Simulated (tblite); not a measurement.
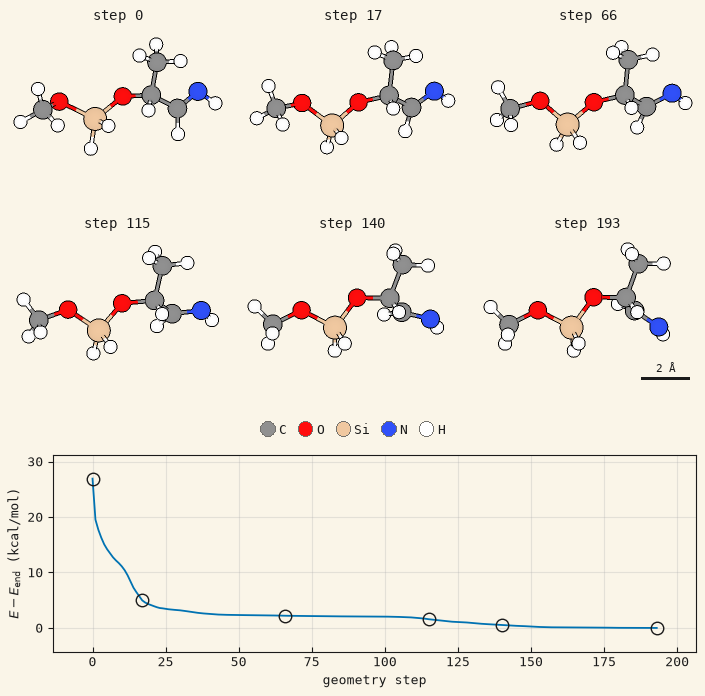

Frames of a relaxation of C₄H₁₁NO₂Si, marked on the history of the run. The picture is a ball-and-stick view, seen at a tilt.

Theory: GFN2-xTB geometry optimisation, gas phase in tblite 0.8.0. 

Q: Describe the path.

A: The energy falls by 26.9 kcal/mol in 193 geometry steps. The atom that moves furthest after the best rigid fit is an H atom (2.25 Å). By element the largest moves are H 2.25 Å, N 1.26 Å, O 1.24 Å, Si 0.69 Å, C 0.63 Å. Near-neighbour distances that change, for instance: O–Si 1.715 → 1.610 Å, C–H 1.136 → 1.086 Å, C–C 1.491 → 1.530 Å, H–N 1.052 → 1.018 Å. Bond angles that change, for instance: O–Si–O 113.5° → 98.7°, Si–O–C 113.1° → 126.0°, O–Si–H 106.0° → 111.7°. Groups turn about C–C by about 115°, C–O by about 65°, O–Si by about 50°. The run took 1.5 s on 1 thread of Arm Neoverse V1, with other jobs on the host. From step 0 to 17: an H atom moves most (0.53 Å), energy −21.9 kcal/mol. From step 17 to 66: an O atom moves most (0.41 Å), energy −2.77 kcal/mol. From step 66 to 115: an H atom moves most (0.67 Å), energy −0.63 kcal/mol. From step 115 to 140: an H atom moves most (0.61 Å), energy −1.04 kcal/mol. From step 140 to 193: an H atom moves most (0.49 Å), energy −0.53 kcal/mol.
